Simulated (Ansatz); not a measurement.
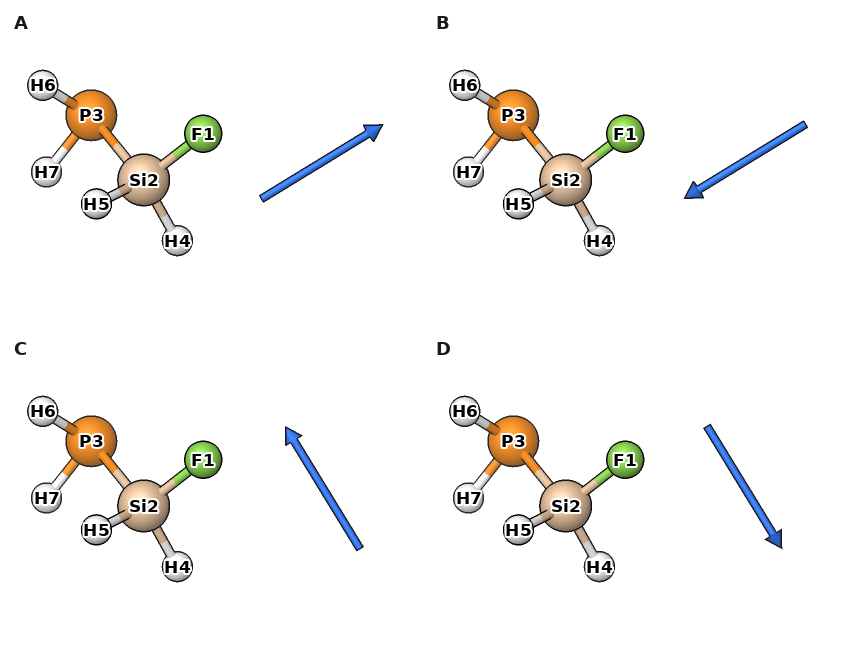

The same molecule four times, each with an arrow. The geometry was computed by an optimisation with PBE0-D4/def2-TZVP. Level of theory: RKS PBE0-D4/def2-TZVP (Ansatz 0.2.0).

Which arrow points along the dipole moment, from the negative to the positive end?

B. The dipole moment is 1.64 D; it points from the side of F1 to the side of H7 (the outermost atoms at the two ends).
